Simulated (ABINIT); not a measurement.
**BaLiCl3 (Pm-3m): Raman and infrared activity**

Which lines does BaLiCl3 (Pm-3m) show in Raman and infrared spectra?

Calculated with ABINIT 10.8.3; DFT LDA, scalar-relativistic, plane waves, PseudoDojo norm-conserving pseudopotentials.

The structure was built from a prototype and need not be the compound's stable phase.

### Step 1. Set-up

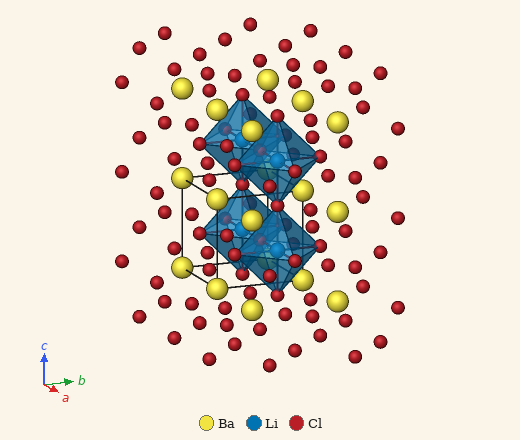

The cell as given, slightly off an axis (barium yellow, lithium blue, chlorine red). 2×1×2 cells are drawn. Some periodic images of atoms are drawn too.

### Step 2. A first look

A first run with smearing and empty bands tells whether the crystal has a gap, which decides between fixed occupations and smearing later on.

probe.abi reads:

```
# ground state
tolvrs 1.0d-08
prtden 1
prtwf 1

# basis, mesh and filling
ecut 33.0
ngkpt 4 4 4
nshiftk 1
shiftk 0.0 0.0 0.0
istwfk *1
occopt 7
tsmear 0.005
nband 25
nstep 100
diemac 9.0
prtebands 0
prtgsr 0

# cell and atoms
acell 3*1.0 Angstrom
rprim 
    4.19539 0.0 0.0
    0.0 4.19539 0.0
    0.0 0.0 4.19539
ntypat 3
znucl 56 3 17
natom 5
typat 1 2 3 3 3
xred 
    0.0 0.0 0.0
    0.5 0.5 0.5
    0.0 0.5 0.5
    0.5 0.5 0.0
    0.5 0.0 0.5
pp_dirpath "./pseudo"
pseudos "Ba.upf, Li.upf, Cl.upf"
```

Started as:

```console
$ OMP_NUM_THREADS=1 mpirun -n 4 abinit probe.abi > probe.log
```

Numbers of over 12 decimals in the logs are rounded to 6 here.

probe.abo, the main output file:

```text
[banners, grids, parts of the stress and lines that vanish by symmetry left out]
- input  file    -> probe.abi
- output file    -> probe.abo
- root for input  files -> probei
[...]
Symmetries : space group Pm -3 m (#221); Bravais cP (primitive cubic)
[...]
mpw =        4632          nfft =       91125          nkpt =          10
[...]
== DATASET  1 ==================================================================
[...]
cutoff_energies: {ecut:  33.0, pawecutdg:  -1.0, }
[...]
ETOT  1  -84.766324805545    -8.477E+01 4.230E-02 1.358E+02
 ETOT  2  -84.809032533286    -4.271E-02 9.663E-03 6.071E+00
 ETOT  3  -84.810349796589    -1.317E-03 1.018E-03 5.358E-01
 ETOT  4  -84.810406304259    -5.651E-05 1.201E-03 1.386E-03
 ETOT  5  -84.810406413284    -1.090E-07 2.410E-04 5.903E-06
 ETOT  6  -84.810406413789    -5.055E-10 2.853E-04 1.945E-07
 ETOT  7  -84.810406413807    -1.786E-11 1.318E-04 6.535E-10
 At SCF step    7       vres2   =  6.54E-10 < tolvrs=  1.00E-08 =>converged.
[...]
sigma(1 1)= -1.21566012E-03  sigma(3 2)=  0.00000000E+00
  sigma(2 2)= -1.21566012E-03  sigma(3 1)=  0.00000000E+00
  sigma(3 3)= -1.21566012E-03  sigma(2 1)=  0.00000000E+00
[...]
convergence: {deltae: -1.786E-11, res2:  6.535E-10, residm:  1.318E-04, diffor: null, }
etotal    :  -8.48104064E+01
[...]
sigma(1 1)= -1.21566012E-03  sigma(3 2)=  0.00000000E+00
  sigma(2 2)= -1.21566012E-03  sigma(3 1)=  0.00000000E+00
  sigma(3 3)= -1.21566012E-03  sigma(2 1)=  0.00000000E+00
[...]
- sigma(1 1)= -3.57659557E+01  sigma(3 2)=  0.00000000E+00
- sigma(2 2)= -3.57659557E+01  sigma(3 1)=  0.00000000E+00
- sigma(3 3)= -3.57659557E+01  sigma(2 1)=  0.00000000E+00
[...]
fcart     -0.0000000000E+00 -0.0000000000E+00 -0.0000000000E+00
           strten     -1.2156601243E-03 -1.2156601243E-03 -1.2156601243E-03
================================================================================

[key lines of the parts left out:]
pressure_GPa:   3.5766E+01
```

The job ended after 14 s (4 MPI ranks of Arm Neoverse V1, shared host; 54 s of CPU time).

Numbers from this step:

```
volume per atom   : 14.77 Å³
pressure          : 35.77 GPa
gap on the k-mesh : 3.223 eV
```

A gap of 3.2 eV opens on this mesh, so the crystal is taken as an insulator; the printed pressure holds the stress of the finite basis too.

### Step 3. Rough relaxation

The typed start is rough, so a first relaxation with smearing and loose thresholds takes it towards rest cheaply.

prerelax.abi reads:

```
# relaxation
ionmov 2
optcell 2
dilatmx 1.15
chkdilatmx 0
ntime 40
tolmxf 3.0d-04
tolvrs 1.0d-10
prtwf 0
prtden 0
chksymtnons 0

# basis, mesh and filling
ecut 33.0
ecutsm 3.0
ngkpt 4 4 4
nshiftk 1
shiftk 0.0 0.0 0.0
istwfk *1
occopt 7
tsmear 0.005
nband 25
nstep 100
diemac 9.0
prtebands 0
prtgsr 0

# cell and atoms
acell 3*1.0 Angstrom
rprim 
    4.19539 0.0 0.0
    0.0 4.19539 0.0
    0.0 0.0 4.19539
ntypat 3
znucl 56 3 17
natom 5
typat 1 2 3 3 3
xred 
    0.0 0.0 0.0
    0.5 0.5 0.5
    0.0 0.5 0.5
    0.5 0.5 0.0
    0.5 0.0 0.5
pp_dirpath "./pseudo"
pseudos "Ba.upf, Li.upf, Cl.upf"
```

Started as:

```console
$ OMP_NUM_THREADS=1 mpirun -n 4 abinit prerelax.abi > prerelax.log
```

prerelax.abo, the main output file:

```text
[banners, grids, parts of the stress and lines that vanish by symmetry left out]
- input  file    -> prerelax.abi
- output file    -> prerelax.abo
- root for input  files -> prerelaxi
[...]
Symmetries : space group Pm -3 m (#221); Bravais cP (primitive cubic)
[...]
mpw =        6886          nfft =      110592          nkpt =          10
[...]
== DATASET  1 ==================================================================
[...]
cutoff_energies: {ecut:  33.0, pawecutdg:  -1.0, }
[...]
ETOT  1  -84.760983113113    -8.476E+01 4.098E-02 1.612E+02
 ETOT  2  -84.808838686600    -4.786E-02 1.129E-02 7.737E+00
 ETOT  3  -84.810205603552    -1.367E-03 1.819E-03 7.267E-01
 ETOT  4  -84.810265723241    -6.012E-05 8.406E-04 7.563E-04
 ETOT  5  -84.810265790714    -6.747E-08 7.423E-04 9.667E-06
[...]
At SCF step    8       vres2   =  3.95E-12 < tolvrs=  1.00E-10 =>converged.
[...]
ETOT  7  -84.902874631631     1.847E-13 2.007E-10 6.513E-11
 At SCF step    7       vres2   =  6.51E-11 < tolvrs=  1.00E-10 =>converged.
[...]
sigma(1 1)= -1.55429260E-07  sigma(3 2)=  0.00000000E+00
  sigma(2 2)= -1.55429260E-07  sigma(3 1)=  0.00000000E+00
  sigma(3 3)= -1.55429260E-07  sigma(2 1)=  0.00000000E+00
[...]
convergence: {deltae:  1.847E-13, res2:  6.513E-11, residm:  2.007E-10, diffor: null, }
etotal    :  -8.49028746E+01
[...]
At Broyd/MD step   6, gradients are converged :
[...]
sigma(1 1)= -1.55429260E-07  sigma(3 2)=  0.00000000E+00
  sigma(2 2)= -1.55429260E-07  sigma(3 1)=  0.00000000E+00
  sigma(3 3)= -1.55429260E-07  sigma(2 1)=  0.00000000E+00
[...]
- sigma(1 1)= -4.57288672E-03  sigma(3 2)=  0.00000000E+00
- sigma(2 2)= -4.57288672E-03  sigma(3 1)=  0.00000000E+00
- sigma(3 3)= -4.57288672E-03  sigma(2 1)=  0.00000000E+00
[...]
fcart     -0.0000000000E+00 -0.0000000000E+00 -0.0000000000E+00
           strten     -1.5542926041E-07 -1.5542926041E-07 -1.5542926041E-07
================================================================================

[key lines of the parts left out:]
pressure_GPa:   4.5729E-03
Total energy (etotal) [Ha]= -8.49028746316313E+01
```

Run time: 91 s. Hardware: 4 MPI ranks.

Step by step:

| step | energy less that of the first step (eV) | largest force (eV/Å) | volume (Å³) |
| --- | --- | --- | --- |
| 1 | 0.0000 | 0.0000 | 73.84 |
| 2 | -1.4159 | 0.0000 | 82.24 |
| 3 | -2.4011 | 0.0000 | 96.35 |
| 4 | -2.5109 | 0.0000 | 102.46 |
| 5 | -2.5199 | 0.0000 | 104.70 |
| 6 | -2.5200 | 0.0000 | 104.99 |

| cell as run | before | after | change |
| --- | --- | --- | --- |
| a (Å) | 4.195 | 4.717 | +12.4 % |
| b (Å) | 4.195 | 4.717 | +12.4 % |
| c (Å) | 4.195 | 4.717 | +12.4 % |
| volume (Å³/atom) | 14.77 | 21.00 | +42.2 % |

Final coordinates:

```cif
data_structure
_symmetry_space_group_name_H-M 'P 1'
_symmetry_Int_Tables_number 1
_cell_length_a 4.7175
_cell_length_b 4.7175
_cell_length_c 4.7175
_cell_angle_alpha 90.000
_cell_angle_beta 90.000
_cell_angle_gamma 90.000
_cell_volume 104.99
loop_
_atom_site_label
_atom_site_type_symbol
_atom_site_fract_x
_atom_site_fract_y
_atom_site_fract_z
_atom_site_occupancy
Ba1 Ba 0.00000 0.00000 0.00000 1
Li2 Li 0.50000 0.50000 0.50000 1
Cl3 Cl 0.00000 0.50000 0.50000 1
Cl4 Cl 0.50000 0.50000 0.00000 1
Cl5 Cl 0.50000 0.00000 0.50000 1
```

This step gave:

| Property | Result |
| --- | --- |
| volume per atom | 21.00 Å³ |
| pressure | 0.004573 GPa |
| gap on the k-mesh | 3.981 eV |

The volume changes by +42.2 % in this run and stands +42.2 % from the first cell.

### Step 4. Rough relaxation

The cell changed much, so the rough relaxation is repeated on a basis made for the new cell.

Changes to prerelax.abi since step 3:

```diff
@@ -30,5 +30,5 @@
 rprim 
-    4.19539 0.0 0.0
-    0.0 4.19539 0.0
-    0.0 0.0 4.19539
+    4.717486322 0.0 0.0
+    0.0 4.717486322 0.0
+    0.0 0.0 4.717486322
 ntypat 3
```

prerelax.abo, the main output file:

```text
[banners, grids, parts of the stress and lines that vanish by symmetry left out]
- input  file    -> prerelax.abi
- output file    -> prerelax.abo
- root for input  files -> prerelaxi
[...]
Symmetries : space group Pm -3 m (#221); Bravais cP (primitive cubic)
[...]
mpw =        9808          nfft =      157464          nkpt =          10
[...]
== DATASET  1 ==================================================================
[...]
cutoff_energies: {ecut:  33.0, pawecutdg:  -1.0, }
[...]
ETOT  1  -84.853261746753    -8.485E+01 3.592E-02 2.578E+02
 ETOT  2  -84.900384439515    -4.712E-02 2.995E-03 1.544E+01
 ETOT  3  -84.902628550104    -2.244E-03 8.105E-04 4.021E+00
 ETOT  4  -84.902874156611    -2.456E-04 5.143E-04 9.989E-03
 ETOT  5  -84.902874614335    -4.577E-07 1.454E-04 1.288E-04
 ETOT  6  -84.902874620617    -6.282E-09 1.108E-04 4.517E-06
 ETOT  7  -84.902874620829    -2.122E-10 1.029E-04 3.635E-08
 ETOT  8  -84.902874620830    -1.464E-12 7.911E-05 3.507E-10
 ETOT  9  -84.902874620828     2.103E-12 6.927E-05 5.339E-12
 At SCF step    9       vres2   =  5.34E-12 < tolvrs=  1.00E-10 =>converged.
[...]
sigma(1 1)= -1.55739586E-07  sigma(3 2)=  0.00000000E+00
  sigma(2 2)= -1.55739586E-07  sigma(3 1)=  0.00000000E+00
  sigma(3 3)= -1.55739586E-07  sigma(2 1)=  0.00000000E+00
[...]
convergence: {deltae:  2.103E-12, res2:  5.339E-12, residm:  6.927E-05, diffor: null, }
etotal    :  -8.49028746E+01
[...]
At Broyd/MD step   1, gradients are converged :
[...]
sigma(1 1)= -1.55739586E-07  sigma(3 2)=  0.00000000E+00
  sigma(2 2)= -1.55739586E-07  sigma(3 1)=  0.00000000E+00
  sigma(3 3)= -1.55739586E-07  sigma(2 1)=  0.00000000E+00
[...]
- sigma(1 1)= -4.58201682E-03  sigma(3 2)=  0.00000000E+00
- sigma(2 2)= -4.58201682E-03  sigma(3 1)=  0.00000000E+00
- sigma(3 3)= -4.58201682E-03  sigma(2 1)=  0.00000000E+00
[...]
fcart     -0.0000000000E+00 -0.0000000000E+00 -0.0000000000E+00
           strten     -1.5573958633E-07 -1.5573958633E-07 -1.5573958633E-07
================================================================================

[key lines of the parts left out:]
pressure_GPa:   4.5820E-03
Total energy (etotal) [Ha]= -8.49028746208281E+01
```

Run time: 28 s. Hardware: 4 MPI ranks.

Little changed from the start: no atom moved by 0.005 Å and no cell edge by 0.1 %.

Numbers from this step:

* pressure: 0.004582 GPa

The volume changes by +0.0 % in this run and stands +42.2 % from the first cell.

### Step 5. Relaxing the cell and atoms

The harmonic expansion needs vanishing forces, and a free crystal bears no stress, so cell and atoms are brought to rest. Stress is more sensitive to the basis than forces are: the last 3 Ha under the cutoff are smoothed with ecutsm, and the cutoff is raised above that of the later runs.

relax.abi reads:

```
# relaxation
ionmov 2
optcell 2
dilatmx 1.08
ntime 40
tolmxf 1.0d-05
tolvrs 1.0d-14
prtwf 0
prtden 0
chksymtnons 0

# basis, mesh and filling
ecut 41.0
ecutsm 3.0
ngkpt 4 4 4
nshiftk 1
shiftk 0.0 0.0 0.0
istwfk *1
occopt 1
nband 17
nstep 100
diemac 9.0
prtebands 0
prtgsr 0

# cell and atoms
acell 3*1.0 Angstrom
rprim 
    4.717486325 0.0 0.0
    0.0 4.717486325 0.0
    0.0 0.0 4.717486325
ntypat 3
znucl 56 3 17
natom 5
typat 1 2 3 3 3
xred 
    0.0 0.0 0.0
    0.5 0.5 0.5
    0.0 0.5 0.5
    0.5 0.5 0.0
    0.5 0.0 0.5
pp_dirpath "./pseudo"
pseudos "Ba.upf, Li.upf, Cl.upf"
```

Started as:

```console
$ OMP_NUM_THREADS=1 mpirun -n 4 abinit relax.abi > relax.log
```

relax.abo, the main output file:

```text
[banners, grids, parts of the stress and lines that vanish by symmetry left out]
- input  file    -> relax.abi
- output file    -> relax.abo
- root for input  files -> relaxi
[...]
Symmetries : space group Pm -3 m (#221); Bravais cP (primitive cubic)
[...]
mpw =       11240          nfft =      216000          nkpt =          10
[...]
== DATASET  1 ==================================================================
[...]
cutoff_energies: {ecut:  41.0, pawecutdg:  -1.0, }
[...]
ETOT  1  -84.825651620160    -8.483E+01 6.771E-02 2.417E+02
 ETOT  2  -84.901953221427    -7.630E-02 5.896E-06 2.294E+01
 ETOT  3  -84.902854777529    -9.016E-04 3.599E-06 6.221E+00
 ETOT  4  -84.903100245607    -2.455E-04 8.016E-06 2.665E-01
 ETOT  5  -84.903114096083    -1.385E-05 5.636E-07 1.915E-02
[...]
At SCF step   11       vres2   =  3.41E-15 < tolvrs=  1.00E-14 =>converged.
[...]
sigma(1 1)= -1.18422047E-07  sigma(3 2)=  0.00000000E+00
  sigma(2 2)= -1.18422047E-07  sigma(3 1)=  0.00000000E+00
  sigma(3 3)= -1.18422047E-07  sigma(2 1)=  0.00000000E+00
[...]
convergence: {deltae: -3.396E-12, res2:  3.405E-15, residm:  4.392E-19, diffor: null, }
etotal    :  -8.49031149E+01
[...]
ETOT  1  -84.903114881901    -8.490E+01 1.860E-13 4.220E-06
[...]
At SCF step    7       vres2   =  2.21E-15 < tolvrs=  1.00E-14 =>converged.
[...]
sigma(1 1)= -1.01898048E-07  sigma(3 2)=  0.00000000E+00
  sigma(2 2)= -1.01898048E-07  sigma(3 1)=  0.00000000E+00
  sigma(3 3)= -1.01898048E-07  sigma(2 1)=  0.00000000E+00
[...]
convergence: {deltae:  1.762E-12, res2:  2.208E-15, residm:  1.341E-19, diffor: null, }
etotal    :  -8.49031149E+01
[...]
ETOT  1  -84.903114873089    -8.490E+01 1.816E-12 1.605E-04
[...]
ETOT  7  -84.903114884614    -1.620E-12 5.199E-18 8.360E-14
 ETOT  8  -84.903114884612     2.302E-12 6.996E-20 4.528E-16
 At SCF step    8       vres2   =  4.53E-16 < tolvrs=  1.00E-14 =>converged.
[...]
sigma(1 1)= -1.88427919E-11  sigma(3 2)=  0.00000000E+00
  sigma(2 2)= -1.88427889E-11  sigma(3 1)=  0.00000000E+00
  sigma(3 3)= -1.88427949E-11  sigma(2 1)=  0.00000000E+00
[...]
convergence: {deltae:  2.302E-12, res2:  4.528E-16, residm:  6.996E-20, diffor: null, }
etotal    :  -8.49031149E+01
[...]
At Broyd/MD step   3, gradients are converged :
[...]
sigma(1 1)= -1.88427919E-11  sigma(3 2)=  0.00000000E+00
  sigma(2 2)= -1.88427889E-11  sigma(3 1)=  0.00000000E+00
  sigma(3 3)= -1.88427949E-11  sigma(2 1)=  0.00000000E+00
[...]
- sigma(1 1)= -5.54374078E-07  sigma(3 2)=  0.00000000E+00
- sigma(2 2)= -5.54373988E-07  sigma(3 1)=  0.00000000E+00
- sigma(3 3)= -5.54374167E-07  sigma(2 1)=  0.00000000E+00
[...]
fcart     -0.0000000000E+00 -0.0000000000E+00 -0.0000000000E+00
           strten     -1.8842791910E-11 -1.8842788874E-11 -1.8842794946E-11
================================================================================

[key lines of the parts left out:]
pressure_GPa:   5.5437E-07
Total energy (etotal) [Ha]= -8.49031148846120E+01
```

The job ended after 62 s (4 MPI ranks; 4.1 min of CPU time).

Little changed from the start: no atom moved by 0.005 Å and no cell edge by 0.1 %.

Numbers from this step:

| Item | Value |
| --- | --- |
| pressure | 5.54e-7 GPa |

The volume changes by +0.0 % in this run and stands +42.2 % from the first cell.

### Step 6. Self-consistent run for the response

First-order wavefunctions inherit every error of the ground state, hence the very tight tolvrs. The mesh is shifted off Γ, since shifted meshes converge sums over the zone faster.

gs.abi reads:

```
# ground state
tolvrs 1.0d-16
prtden 1
prtwf 1

# basis, mesh and filling
ecut 33.0
ngkpt 4 4 4
nshiftk 1
shiftk 0.5 0.5 0.5
istwfk *1
occopt 1
nband 17
nstep 100
diemac 9.0
prtebands 0
prtgsr 0

# cell and atoms
acell 3*1.0 Angstrom
rprim 
    4.717606447 0.0 0.0
    0.0 4.717606447 0.0
    0.0 0.0 4.717606447
ntypat 3
znucl 56 3 17
natom 5
typat 1 2 3 3 3
xred 
    0.0 0.0 0.0
    0.5 0.5 0.5
    0.0 0.5 0.5
    0.5 0.5 0.0
    0.5 0.0 0.5
pp_dirpath "./pseudo"
pseudos "Ba.upf, Li.upf, Cl.upf"
```

Started as:

```console
$ OMP_NUM_THREADS=1 mpirun -n 4 abinit gs.abi > gs.log
```

gs.abo, the main output file:

```text
[banners, grids, parts of the stress and lines that vanish by symmetry left out]
- input  file    -> gs.abi
- output file    -> gs.abo
- root for input  files -> gsi
[...]
Symmetries : space group Pm -3 m (#221); Bravais cP (primitive cubic)
[...]
mpw =        6430          nfft =      110592          nkpt =           4
[...]
== DATASET  1 ==================================================================
[...]
cutoff_energies: {ecut:  33.0, pawecutdg:  -1.0, }
[...]
ETOT  1  -84.858860677882    -8.486E+01 2.880E-02 1.682E+02
 ETOT  2  -84.900390339536    -4.153E-02 5.002E-07 1.195E+01
 ETOT  3  -84.902759405063    -2.369E-03 8.213E-06 3.269E+00
 ETOT  4  -84.903018027244    -2.586E-04 5.120E-06 7.783E-03
 ETOT  5  -84.903018787688    -7.604E-07 2.055E-08 5.389E-04
[...]
ETOT 11  -84.903018826731    -3.368E-12 3.769E-20 4.453E-16
 ETOT 12  -84.903018826729     2.032E-12 1.896E-22 2.120E-18
 At SCF step   12       vres2   =  2.12E-18 < tolvrs=  1.00E-16 =>converged.
[...]
sigma(1 1)=  1.98181454E-06  sigma(3 2)=  0.00000000E+00
  sigma(2 2)=  1.98181454E-06  sigma(3 1)=  0.00000000E+00
  sigma(3 3)=  1.98181454E-06  sigma(2 1)=  0.00000000E+00
[...]
convergence: {deltae:  2.032E-12, res2:  2.120E-18, residm:  1.896E-22, diffor: null, }
etotal    :  -8.49030188E+01
[...]
sigma(1 1)=  1.98181454E-06  sigma(3 2)=  0.00000000E+00
  sigma(2 2)=  1.98181454E-06  sigma(3 1)=  0.00000000E+00
  sigma(3 3)=  1.98181454E-06  sigma(2 1)=  0.00000000E+00
[...]
- sigma(1 1)=  5.83069967E-02  sigma(3 2)=  0.00000000E+00
- sigma(2 2)=  5.83069967E-02  sigma(3 1)=  0.00000000E+00
- sigma(3 3)=  5.83069967E-02  sigma(2 1)=  0.00000000E+00
[...]
fcart     -0.0000000000E+00 -0.0000000000E+00 -0.0000000000E+00
           strten      1.9818145374E-06  1.9818145374E-06  1.9818145374E-06
================================================================================

[key lines of the parts left out:]
pressure_GPa:  -5.8307E-02
```

It took 7.3 s on 4 MPI ranks; 29 s of CPU time.

Numbers from this step:

```
pressure : -0.05831 GPa
```

The cell stands at -0.058 GPa, close enough for phonons.

### Step 7. Empty bands

Empty bands on the ground state's density check that the gap assumed so far is there in this cell.

gap.abi reads:

```
# empty bands on the ground state's density
iscf -2
getden_filepath "gso_DEN"
tolwfr 1.0d-12
nbdbuf 2
prtwf 0

# basis, mesh and filling
ecut 33.0
ngkpt 4 4 4
nshiftk 1
shiftk 0.0 0.0 0.0
istwfk *1
occopt 1
nband 21
nstep 100
diemac 9.0
prtebands 0
prtgsr 0

# cell and atoms
acell 3*1.0 Angstrom
rprim 
    4.717606447 0.0 0.0
    0.0 4.717606447 0.0
    0.0 0.0 4.717606447
ntypat 3
znucl 56 3 17
natom 5
typat 1 2 3 3 3
xred 
    0.0 0.0 0.0
    0.5 0.5 0.5
    0.0 0.5 0.5
    0.5 0.5 0.0
    0.5 0.0 0.5
pp_dirpath "./pseudo"
pseudos "Ba.upf, Li.upf, Cl.upf"
```

Started as:

```console
$ OMP_NUM_THREADS=1 mpirun -n 4 abinit gap.abi > gap.log
```

gap.abo, the main output file:

```text
[banners, grids, parts of the stress and lines that vanish by symmetry left out]
- input  file    -> gap.abi
- output file    -> gap.abo
- root for input  files -> gapi
[...]
Symmetries : space group Pm -3 m (#221); Bravais cP (primitive cubic)
[...]
mpw =        6488          nfft =      110592          nkpt =          10
[...]
== DATASET  1 ==================================================================
[...]
cutoff_energies: {ecut:  33.0, pawecutdg:  -1.0, }
[...]
-outvars: echo values of variables after computation
            acell      1.8897261259E+00  1.8897261259E+00  1.8897261259E+00 Bohr
================================================================================
```

Elapsed: 11 s, on 4 MPI ranks.

In this cell the gap on the mesh is 4.0 eV, indirect (smallest direct 4.0 eV), so fixed occupations hold.

(Part 1 of 3 ends here.)

[Host names and launcher messages were left out of these logs when they were recorded.]

[Logs are printed without paths, hosts, clocks, repeated set-up lines and the standing remarks that a program may print on its own settings, such as how far it seeks lower states.]

[Hosts, paths, dates, database ids (printed as entryN), source tags and the programs' standing remarks are cut or masked in the printed files.]
